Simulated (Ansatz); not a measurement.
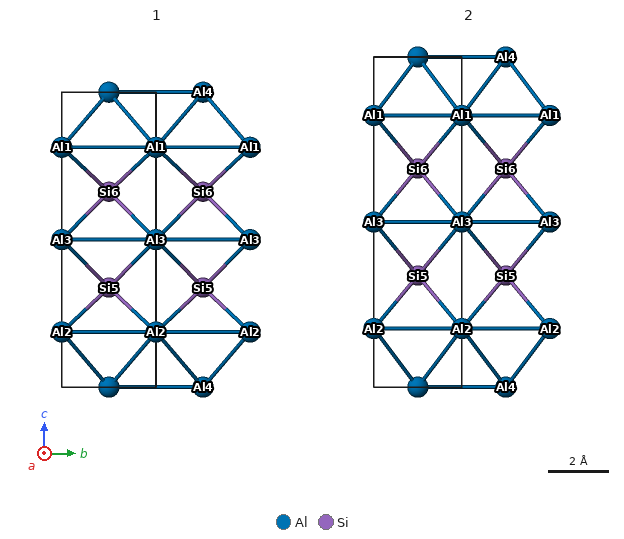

Two geometries of a crystal of Al2Si (a generated structure, set up in P4/mmm), drawn at one scale. One is the start of a relaxation, the other its converged end. The picture is a ball-and-stick view of the cell of the calculation, repeated 1 × 2 × 1 with one cell outlined, seen along the a axis.

Method: DFT PBE, scalar-relativistic, plane waves, PAW (Ansatz). Settings: plane-wave cutoff 420 eV; k-point mesh 12 × 12 × 4; occupations gaussian; smearing width 0.1 eV; no spin polarisation; cell and atoms relaxed; force threshold 0.01 eV/Å; at most 80 steps.

> Which one is relaxed?

Structure 2 is the relaxed one. The energy falls by 54.8 meV per atom in 8 accepted moves (11 points after the start). The largest force component goes from 0.31 to 0.0048 eV/Å. The pressure goes from 0.33 to −0.01 GPa. The line search rejected the trial step at point 4 of the run. The SCF was repeated twice at an unchanged geometry on a basis and grid sized afresh for the cell, which shifted the energy by 1.0 meV per atom at most. The largest moves relative to the cell, 0.11 Å, are those of Al1 and Al2. Al2 goes along −c. Si stays in place. The volume changes by −2.1 %, with a = b 3.140 → 2.936 Å (−6.5 %), c 9.838 → 11.014 Å (+11.9 %). Some distances before and after: Al1–Al1 3.140 → 2.936 Å, Al1–Si6 2.670 → 2.727 Å, Al1–Al4 2.883 → 2.850 Å. The space group stays P4/mmm (No. 123). The run took 94 s on 1 thread of Arm Neoverse V2 (shared host), peak memory 0.42 GiB.
